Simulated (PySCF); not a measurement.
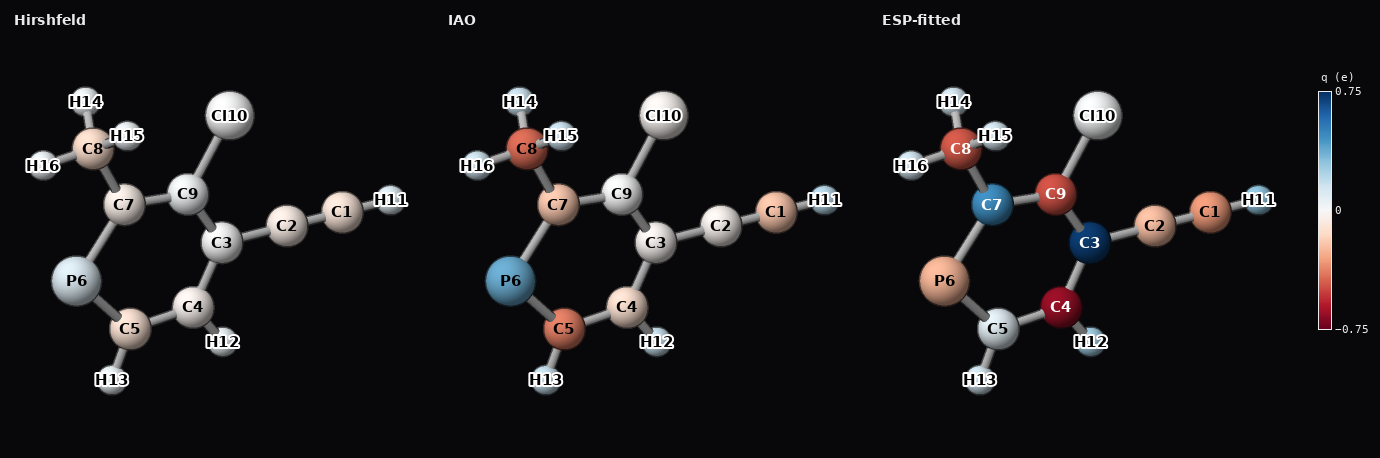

Atomic charges of one calculation by 3 schemes, on one colour scale. The geometry was computed by an optimisation with GFN2-xTB. No frequency run is at hand to confirm it as a minimum. Method: PBE0/pcSseg-1 (PySCF 2.14.0).

Which scheme gives the most polar picture (largest mean size of the charges)?

The ESP-fitted charges are the largest in size here, and the Hirshfeld charges the smallest.

On which atom do the schemes disagree most?

On C3 (from −0.02 to 0.71 e).

List the charges (e), one line for each set of equivalent atoms.

```tsv
atom	Hirshfeld	IAO	ESP-fitted
C1	−0.09	−0.21	−0.32
C2	−0.05	−0.03	−0.22
C3	0.00	−0.02	0.71
C4	−0.03	−0.12	−0.65
C5	−0.11	−0.38	0.08
P6	0.10	0.37	−0.25
C7	−0.05	−0.20	0.46
C8	−0.13	−0.42	−0.46
C9	0.02	0.00	−0.48
Cl10	0.01	−0.02	0.01
H11	0.10	0.21	0.30
H12	0.06	0.17	0.26
H13	0.05	0.17	0.14
H14, H15	0.04	0.16	0.13
H16	0.04	0.15	0.14
```

The geometry is semi-empirical. Around P such bond lengths and angles can be off by a tenth of an ångström or more and by several degrees, and values that hang on the shape move with them.
